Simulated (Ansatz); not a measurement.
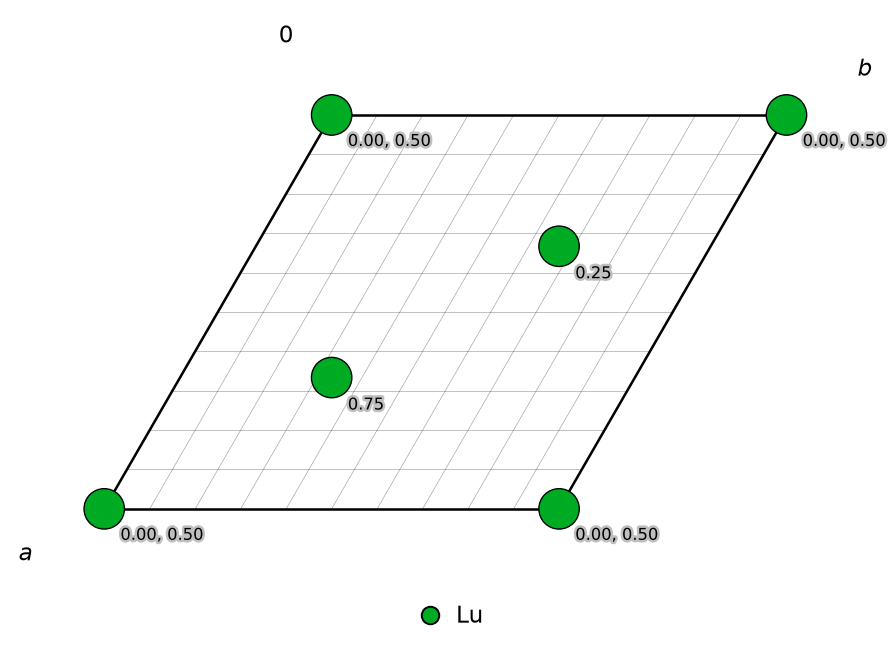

Plan of a unit cell projected along c (a down the page, b across); the numbers are heights as fractions of c, and atoms on the cell's edges are repeated. The grid marks tenths of a and b. Source: the end point of a relaxation at fixed volume with DFT PBE, spin-orbit coupling, plane waves, PAW in Ansatz; the starting structure was generated, so it need not be a known form of this composition. All values are computed from the atomic coordinates in the standard setting (tolerance 0.002 Å).

a = 3.457 Å, b = 3.457 Å, c = 11.149 Å, α = 90.00°, β = 90.00°, γ = 120.00°.

What does the cell contain?

Answer. 4 Lu: Lu, Z = 4.

Which space group?

Answer. No. 194, P6_3/mmc, primitive hexagonal.

Give the fractional coordinates of all atoms, to two places.

Answer.
```tsv
atom	x	y	z
Lu	0.00	0.00	0.00
Lu	0.00	0.00	0.50
Lu	0.33	0.67	0.25
Lu	0.67	0.33	0.75
```
